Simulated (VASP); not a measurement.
Band structure of SnS (space group Cmcm). Level of theory: modified Becke-Johnson potential (mBJ) with spin-orbit coupling, VASP's PBE PAW potentials (set 64) (plane waves; VASP 6.6.1).

mBJ is a potential without an energy functional, so only the levels count.

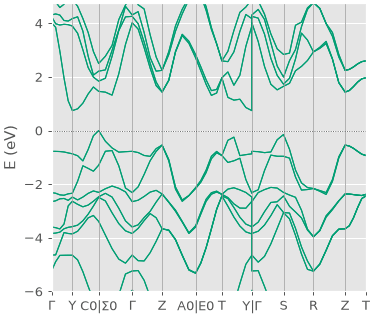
*Bands along high-symmetry lines, zero at the valence-band maximum or, without a gap, the Fermi level*

**Question.** Read the plot: is there a gap, and where are the band edges?

**Answer.** The gap is indirect, 0.75 eV, from the valence maximum at C0 to the conduction minimum at Y.

The structure comes from a computed database's SnS entry (Cmcm); how it stands against other phases isn't given here. It was relaxed first. The cell's shape comes from a PBE relaxation.
